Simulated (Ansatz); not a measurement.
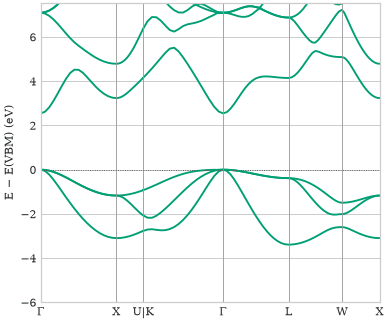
*Band structure from plane-wave PAW LDA (Ansatz code)*

### Question
Read off the gap and where the band edges lie.

### Answer
About 2.5 eV (2.55 eV by a search for the band edges); maximum at Γ, minimum at Γ.

### Question
Which of these materials gives this?
A. MgSe, zinc blende
B. YN, zinc blende
C. GaN, zinc blende
D. BiB, zinc blende

### Answer
A, MgSe, zinc blende

Space group F-43m (zinc blende). The first step of the workflow began from a Materials Project structure, measured or hypothetical; the Crystallography Open Database copy checked does not list it. COD files the formula under space group No. 225. Its standing as an ambient phase is unchecked. The LDA relaxation kept the symmetry of its start; whether a distortion lowers the energy is not shown. Scalar-relativistic: spin–orbit coupling is off unless named, which matters more the heavier the elements.

Potentials: the later of the program's two PAW sets.
